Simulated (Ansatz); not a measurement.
**Si2NH7O2: geometry relaxation (part 1 of 2)**

System: Si2NH7O2, SMILES N[SiH](O)[SiH2]O.
Method: RKS PBE0-D4/def2-TZVP (Ansatz 0.2.0).

The geometry: PBE-D4/def2-SVP start. Figures and captions count atoms from 1; the log counts them from 0 in places.

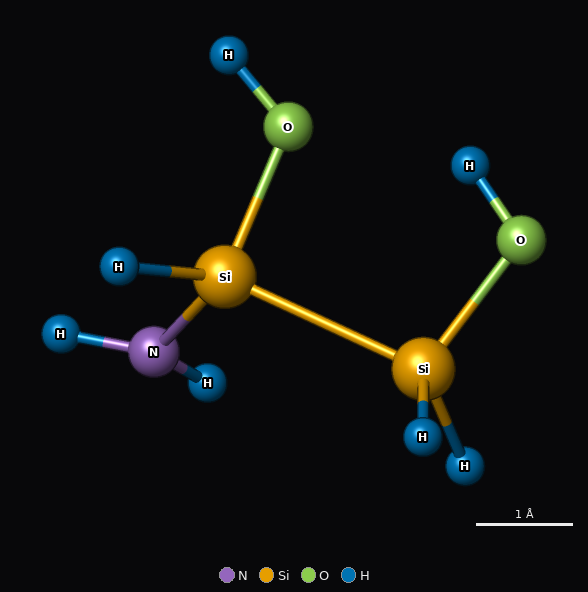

Fig. 1: The starting structure (ball-and-stick view, seen at a tilt). Bond lengths as drawn: H–N 1.02 Å, H–O 0.97 to 0.98 Å, H–Si 1.51 Å, N–Si 1.73 Å, O–Si 1.69 to 1.72 Å and Si–Si 2.36 Å.

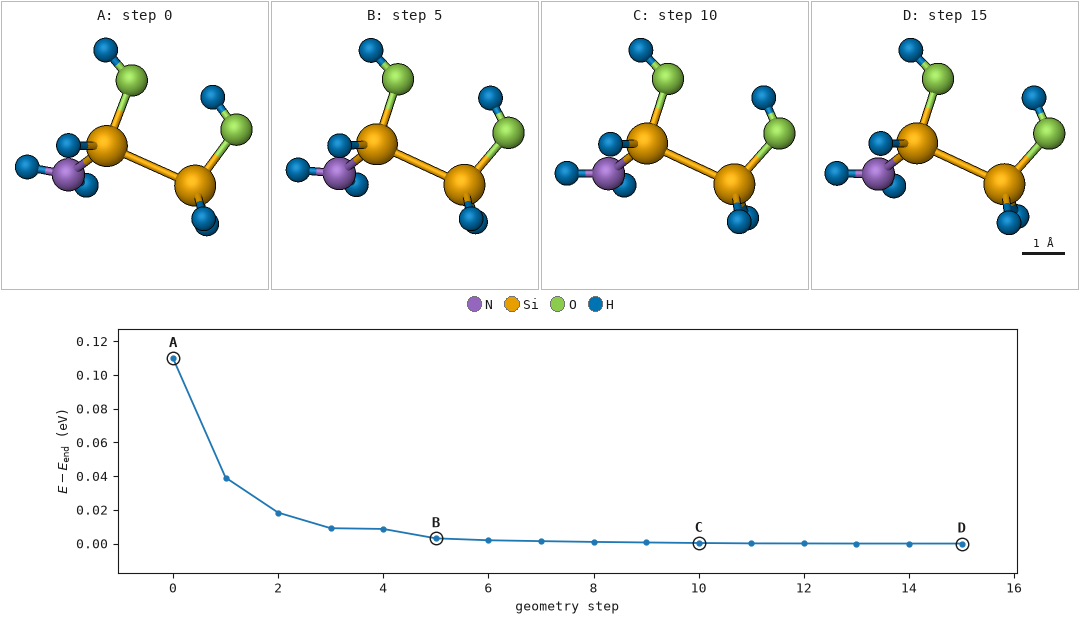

Fig. 2: Frames of the relaxation (ball-and-stick view, seen at a tilt) above the curves, on which the letters mark them (the first geometry is step 0 here and step 1 in the log).

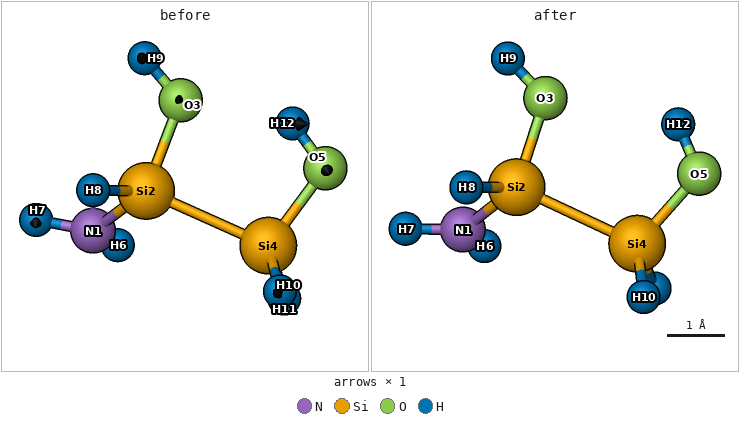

Fig. 3: Before (left) and after (right) the relaxation, at one scale (ball-and-stick view, seen at a tilt). The black arrows give the displacements, at true length. The largest move after the best rigid fit is that of H12, 0.31 Å. Largest moves by element: H 0.31 Å, O 0.24 Å, Si 0.08 Å, N 0.04 Å. Among the contacts that change: Si2–O3 1.716 → 1.667 Å, Si4–O5 1.688 → 1.654 Å, N1–Si2 1.733 → 1.707 Å, O5–H12 0.984 → 0.962 Å. Among the angles that change: Si4–O5–H12 107.4° → 113.0°, Si2–Si4–O5 102.2° → 106.8°, O3–Si2–Si4 93.8° → 97.8°. After 15 geometry steps the energy has fallen by 0.110 eV. The largest force component goes from 0.87 to 0.0028 eV/Å. (Atoms are counted from 1 in the order of the input.)

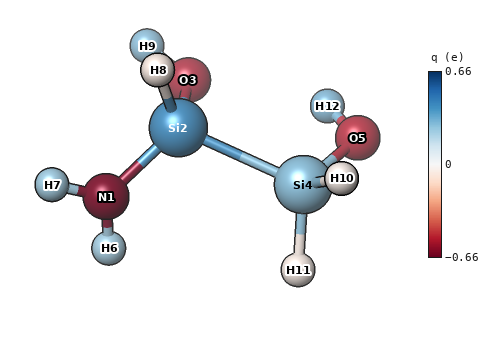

Fig. 4: Mulliken charges, as the colour of each atom (ball-and-stick view, seen at a tilt; atoms are numbered from 1 in the order of the input; Mulliken charges depend strongly on the basis). By element: N −0.63, Si +0.29 to +0.43, O −0.55 to −0.53 and H −0.06 to +0.34 e.

The input and output of the run follow.

### The input
```yaml
crystal:
  periodic: [false, false, false]
  atoms:
    - {symbol: N, position_ang: [-0.398465, -1.322539, 1.511413]}
    - {symbol: Si, position_ang: [0.562044, -0.451839, 0.361963]}
    - {symbol: O, position_ang: [0.997062, 1.164107, 0.743829]}
    - {symbol: Si, position_ang: [-0.665968, 0.164105, -1.551416]}
    - {symbol: O, position_ang: [-0.367948, 1.822375, -1.646690]}
    - {symbol: H, position_ang: [-1.373015, -1.067960, 1.686664]}
    - {symbol: H, position_ang: [0.014489, -1.798192, 2.317068]}
    - {symbol: H, position_ang: [1.826987, -1.261601, 0.228636]}
    - {symbol: H, position_ang: [1.675710, 1.303160, 1.428298]}
    - {symbol: H, position_ang: [-0.230914, -0.545258, -2.807735]}
    - {symbol: H, position_ang: [-2.137047, -0.131065, -1.374356]}
    - {symbol: H, position_ang: [0.174064, 2.069507, -0.863676]}
basis:
  gaussian: {orbitals: def2-TZVP}
hamiltonian: {xc: pbe0, dispersion: d4}
relax: {f_tol: 0.005, max_steps: 150}
```

Launched with:
```bash
ansatz run in.yaml --threads 4 --pin off --events-out ev --progress --plain --max-ram 10444MiB
```

### Output
```
Functional definition: PBE0
  name "PBE0"
  cite "Adamo & Barone, J. Chem. Phys. 110, 6158 (1999) doi:10.1063/1.478522"
  cite "Perdew, Burke & Ernzerhof, Phys. Rev. Lett. 77, 3865 (1996) doi:10.1103/PhysRevLett.77.3865"
  parent pbe
  parameter a = 0.25
  parameter kappa = 0.804
  parameter beta = 0.06672455060314922
  exchange = (1 - a)*pbe_x(kappa = kappa, mu = beta*pi^2/3) + a*exact_x
  correlation = pbe_c(beta = beta)
1301 factors; their error is unknown
mean field evaluation 1: about -21434.0371 eV, gradient 8.7e1 eV
mean field evaluation 2: about -21412.2464 eV, gradient 1.3e2 eV
mean field evaluation 4: about -21446.5531 eV, gradient 8.0e0 eV
mean field evaluation 8: about -21446.6691 eV, gradient 6.1e-2 eV
mean field evaluation 16: about -21446.7452 eV, gradient 5.9e-5 eV
mean field -21446.74522653 eV, -788.1533499490 hartree, gradient 5.9e-5 eV, S^2 0.000000; 0 other end points of the search recorded, 0 dependent functions left out
the calculation of the forces begins
reference -21446.74526095 eV, -788.1533512137 hartree; 29, 29 occupied and 180, 180 virtual orbitals, 1301 factors
relax step   1: F+E_penalty+E_count = -21446.97206010 eV  Δ(F+E_penalty+E_count) = +0.000e0 eV  max|allowed force component| = 8.678e-1 eV/Å  Δτ_max = 0.0000 Å  (27 SCF iters, accepted)
these checks for a lower state are left out or cut short: starts, cluster_reference, orbital_swaps, neighbouring_geometries, increment
1301 factors; their error is unknown
mean field -21446.81612763 eV, -788.1559555163 hartree, gradient 1.8e-5 eV, S^2 0.000000; 0 other end points of the search recorded, 0 dependent functions left out
[... from here on the field's lines of each further geometry are left out, up to the last ...]
relax step   2: F+E_penalty+E_count = -21447.04288882 eV  Δ(F+E_penalty+E_count) = -7.083e-2 eV  max|allowed force component| = 6.177e-1 eV/Å  Δτ_max = 0.0657 Å  (31 SCF iters, accepted)
relax step   3: F+E_penalty+E_count = -21447.06368766 eV  Δ(F+E_penalty+E_count) = -2.080e-2 eV  max|allowed force component| = 2.783e-1 eV/Å  Δτ_max = 0.0830 Å  (31 SCF iters, accepted)
relax step   4: F+E_penalty+E_count = -21447.07293739 eV  Δ(F+E_penalty+E_count) = -9.250e-3 eV  max|allowed force component| = 1.372e-1 eV/Å  Δτ_max = 0.0349 Å  (31 SCF iters, accepted)
relax step   5: F+E_penalty+E_count = -21447.07338352 eV  Δ(F+E_penalty+E_count) = -4.461e-4 eV  max|allowed force component| = 2.026e-1 eV/Å  Δτ_max = 0.0451 Å  (30 SCF iters, accepted)
relax step   6: F+E_penalty+E_count = -21447.07894848 eV  Δ(F+E_penalty+E_count) = -5.565e-3 eV  max|allowed force component| = 4.779e-2 eV/Å  Δτ_max = 0.0574 Å  (31 SCF iters, accepted)
relax step   7: F+E_penalty+E_count = -21447.08010207 eV  Δ(F+E_penalty+E_count) = -1.154e-3 eV  max|allowed force component| = 4.275e-2 eV/Å  Δτ_max = 0.0421 Å  (31 SCF iters, accepted)
relax step   8: F+E_penalty+E_count = -21447.08061636 eV  Δ(F+E_penalty+E_count) = -5.143e-4 eV  max|allowed force component| = 3.861e-2 eV/Å  Δτ_max = 0.0260 Å  (31 SCF iters, accepted)
relax step   9: F+E_penalty+E_count = -21447.08107632 eV  Δ(F+E_penalty+E_count) = -4.600e-4 eV  max|allowed force component| = 2.681e-2 eV/Å  Δτ_max = 0.0359 Å  (31 SCF iters, accepted)
relax step  10: F+E_penalty+E_count = -21447.08140788 eV  Δ(F+E_penalty+E_count) = -3.316e-4 eV  max|allowed force component| = 4.661e-2 eV/Å  Δτ_max = 0.0383 Å  (30 SCF iters, accepted)
relax step  11: F+E_penalty+E_count = -21447.08172332 eV  Δ(F+E_penalty+E_count) = -3.154e-4 eV  max|allowed force component| = 3.464e-2 eV/Å  Δτ_max = 0.0155 Å  (31 SCF iters, accepted)
relax step  12: F+E_penalty+E_count = -21447.08194428 eV  Δ(F+E_penalty+E_count) = -2.210e-4 eV  max|allowed force component| = 2.344e-2 eV/Å  Δτ_max = 0.0334 Å  (30 SCF iters, accepted)
relax step  13: F+E_penalty+E_count = -21447.08198655 eV  Δ(F+E_penalty+E_count) = -4.228e-5 eV  max|allowed force component| = 1.824e-2 eV/Å  Δτ_max = 0.0070 Å  (32 SCF iters, accepted)
relax step  14: F+E_penalty+E_count = -21447.08204055 eV  Δ(F+E_penalty+E_count) = -5.399e-5 eV  max|allowed force component| = 8.162e-3 eV/Å  Δτ_max = 0.0057 Å  (32 SCF iters, accepted)
relax step  15: F+E_penalty+E_count = -21447.08204562 eV  Δ(F+E_penalty+E_count) = -5.069e-6 eV  max|allowed force component| = 8.647e-3 eV/Å  Δτ_max = 0.0035 Å  (33 SCF iters, accepted)
the calculation of the forces begins
reference -21446.85603374 eV, -788.1574220389 hartree; 29, 29 occupied and 180, 180 virtual orbitals, 1301 factors
relax step  16: F+E_penalty+E_count = -21447.08205431 eV  Δ(F+E_penalty+E_count) = -8.697e-6 eV  max|allowed force component| = 2.827e-3 eV/Å  Δτ_max = 0.0029 Å  (24 SCF iters, accepted)
1301 factors; their error is unknown
mean field evaluation 128: about -21446.7790 eV, gradient 1.2e0 eV
mean field -21446.85599922 eV, -788.1574207702 hartree, gradient 1.3e-5 eV, S^2 0.000000; 1 other end points of the search recorded, 0 dependent functions left out
the calculation of the forces begins
reference -21446.85603374 eV, -788.1574220389 hartree; 29, 29 occupied and 180, 180 virtual orbitals, 1301 factors
Total energy: -21447.08208884 eV, -788.1657294103 hartree
Atom 0 at    -0.358048    -1.318013     1.498090 Å, force    -0.001811    -0.001626     0.001432 eV/Å
Atom 1 at     0.568475    -0.391414     0.404483 Å, force     0.002037     0.000653     0.001466 eV/Å
Atom 2 at     0.984458     1.151828     0.878693 Å, force    -0.000036     0.000195    -0.000173 eV/Å
Atom 3 at    -0.658096     0.181968    -1.510447 Å, force    -0.001302    -0.002145    -0.002348 eV/Å
Atom 4 at    -0.290134     1.756012    -1.860749 Å, force     0.001012     0.002827     0.001663 eV/Å
Atom 5 at    -1.325564    -1.126615     1.695983 Å, force    -0.000290     0.000379    -0.000339 eV/Å
Atom 6 at     0.051874    -1.949870     2.164447 Å, force     0.000555    -0.000385    -0.000044 eV/Å
Atom 7 at     1.816691    -1.183998     0.220320 Å, force     0.000143     0.000226    -0.000396 eV/Å
Atom 8 at     1.581066     1.259471     1.621588 Å, force     0.000067     0.000148     0.000050 eV/Å
Atom 9 at    -0.339019    -0.662843    -2.692129 Å, force     0.000055    -0.000290    -0.000106 eV/Å
Atom 10 at    -2.119381     0.023346    -1.244062 Å, force     0.000260     0.000554     0.000670 eV/Å
Atom 11 at     0.164676     2.204928    -1.142218 Å, force    -0.000690    -0.000537    -0.001875 eV/Å
Dipole moment:     0.163775    -0.214707     0.725731 e Å
```

### Trajectory as extended XYZ (Å, eV, eV/Å), 16 frames, from step=1 to step=16
```
12
Properties=species:S:1:pos:R:3:forces:R:3 step=1 energy=-21446.97206
N    -0.3985   -1.3225    1.5114    0.0397   0.2133   0.1970
Si    0.5620   -0.4518    0.3620    0.0076   0.4139   0.5205
O     0.9971    1.1641    0.7438    0.3511  -0.8678   0.4228
Si   -0.6660    0.1641   -1.5514    0.0111   0.5778  -0.1868
O    -0.3679    1.8224   -1.6467    0.1947  -0.8391   0.6113
H    -1.3730   -1.0680    1.6867    0.6452  -0.1504  -0.1173
H     0.0145   -1.7982    2.3171   -0.2615   0.3153  -0.5541
H     1.8270   -1.2616    0.2286   -0.2828   0.2172   0.0423
H     1.6757    1.3032    1.4283   -0.5187  -0.1164  -0.5124
H    -0.2309   -0.5453   -2.8077   -0.0797   0.2039   0.2601
H    -2.1370   -0.1311   -1.3744    0.3160   0.1208  -0.0388
H     0.1741    2.0695   -0.8637   -0.4227  -0.0883  -0.6444
12
Properties=species:S:1:pos:R:3:forces:R:3 step=2 energy=-21447.04289
N    -0.3950   -1.3095    1.5040    0.0415   0.1758  -0.0255
Si    0.5513   -0.4323    0.3674    0.1731   0.3497   0.4742
O     1.0145    1.1487    0.7905   -0.0768  -0.6177  -0.0318
Si   -0.6629    0.1554   -1.5502   -0.0388   0.4824  -0.1482
O    -0.3902    1.8010   -1.6777    0.1443  -0.4992   0.3879
H    -1.3491   -1.0413    1.7051    0.1648  -0.0693  -0.0424
H     0.0216   -1.8068    2.2797   -0.0633   0.0887  -0.1719
H     1.8024   -1.2334    0.2315   -0.0637   0.0182  -0.0313
H     1.6886    1.2543    1.4702   -0.1606  -0.0307  -0.1610
H    -0.2274   -0.5396   -2.7966   -0.0004   0.0151   0.0880
H    -2.1217   -0.1258   -1.3781    0.0753   0.0067  -0.0010
H     0.1449    2.0743   -0.9118   -0.1953   0.0804  -0.3370
12
Properties=species:S:1:pos:R:3:forces:R:3 step=3 energy=-21447.06369
N    -0.3906   -1.3092    1.5023    0.0932   0.0644  -0.0981
Si    0.5647   -0.4472    0.3810   -0.1011   0.2783  -0.0050
O     1.0072    1.1176    0.7851   -0.0474  -0.1420  -0.0363
Si   -0.6524    0.1729   -1.5219   -0.0240   0.0651  -0.1654
O    -0.4058    1.8027   -1.7100    0.0802  -0.2064   0.2011
H    -1.3424   -1.0481    1.6860   -0.1405   0.0142   0.0183
H     0.0130   -1.8117    2.2713    0.0543  -0.1153   0.1077
H     1.8056   -1.2461    0.2341    0.0640  -0.0770  -0.0183
H     1.6702    1.2332    1.4635    0.1250   0.0803   0.1402
H    -0.2090   -0.5407   -2.7435    0.0044  -0.0702  -0.0935
H    -2.1012   -0.1076   -1.3459   -0.0971  -0.0388   0.0176
H     0.1178    2.1291   -0.9680   -0.0110   0.1473  -0.0682
```
